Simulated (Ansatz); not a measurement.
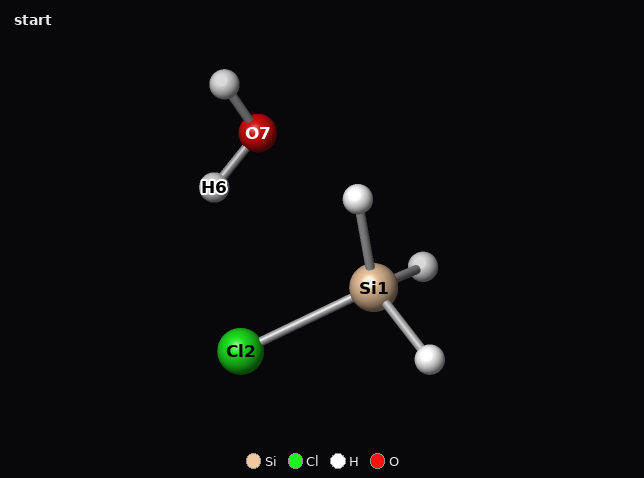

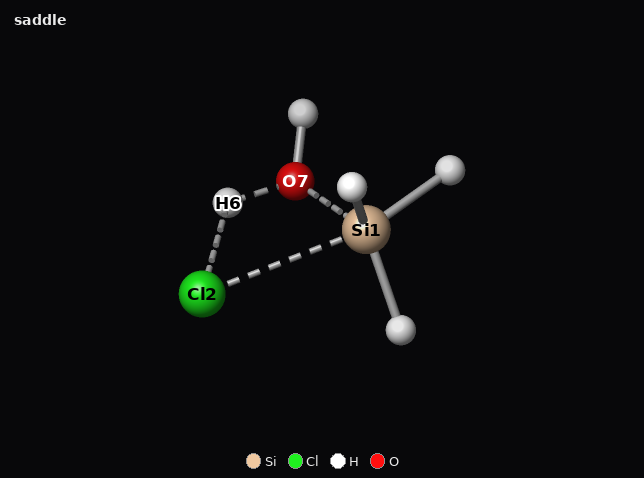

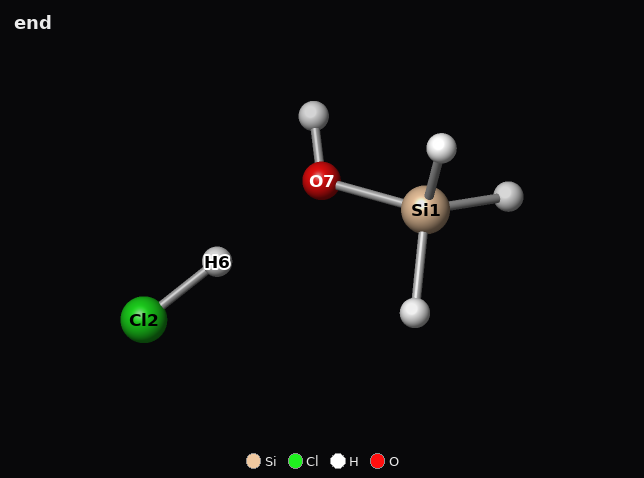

A saddle point and the two end points reached downhill from it. Broken sticks mark bonds that form or break. Charge 0, singlet. Geometries: PBE0-D4/def2-TZVP; all other levels are single points on them, and energies count from the start as drawn. Program: Ansatz 0.2.0. In CBS estimates cores are frozen, and CCSD(T) − MP2 is taken in the smaller basis.

Q: Which bonds form and which break from start to end?

A: Formed: Si1–O7, Cl2–H6; broken: Si1–Cl2, H6–O7. At the saddle point Si1···O7 is 1.86 Å, Cl2···H6 is 1.92 Å, Si1···Cl2 is 2.44 Å, H6···O7 is 1.01 Å.

Give the electronic barrier and the reaction energy from start to end in kJ/mol (no zero-point energy) with CCSD(T)/CBS (MP2 limit from def2-TZVPP and def2-QZVPP plus CCSD(T) − MP2); RHF-MP2 (frozen core)/def2-QZVPP; PBE0-D4/def2-TZVPP.

```json
{"level": "CCSD(T)/CBS (MP2 limit from def2-TZVPP and def2-QZVPP plus CCSD(T) − MP2)", "barrier": "96.5", "reaction energy": "+2.2"}
{"level": "RHF-MP2 (frozen core)/def2-QZVPP", "barrier": "94.0", "reaction energy": "+0.9"}
{"level": "PBE0-D4/def2-TZVPP", "barrier": "85.8", "reaction energy": "+4.4"}
```
